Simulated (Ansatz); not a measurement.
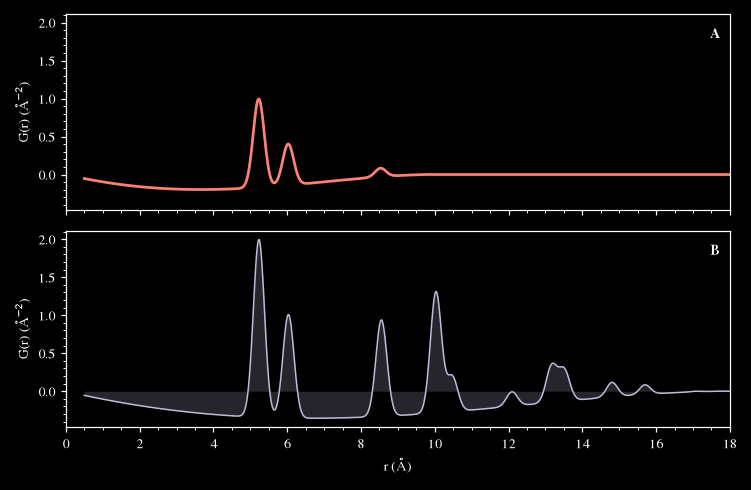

Computed X-ray G(r), with each pair weighted by the product of the atomic numbers (X-ray weights at Q = 0) and a uniform peak width σ = 0.15 Å, for spherical particles of Cs with the bulk structure: the bulk G(r) is multiplied by the envelope of a sphere of diameter D, 1 − 3r/2D + r³/2D³, with no surface relaxation. The number density is 0.00903 atoms per Å³. It is based on the input geometry of an electronic-structure calculation (not necessarily at equilibrium).

The diameters are 10 and 18 Å. Which curve belongs to which?

curve A: 10 Å; curve B: 18 Å. The smaller the particle, the sooner the oscillations die out.
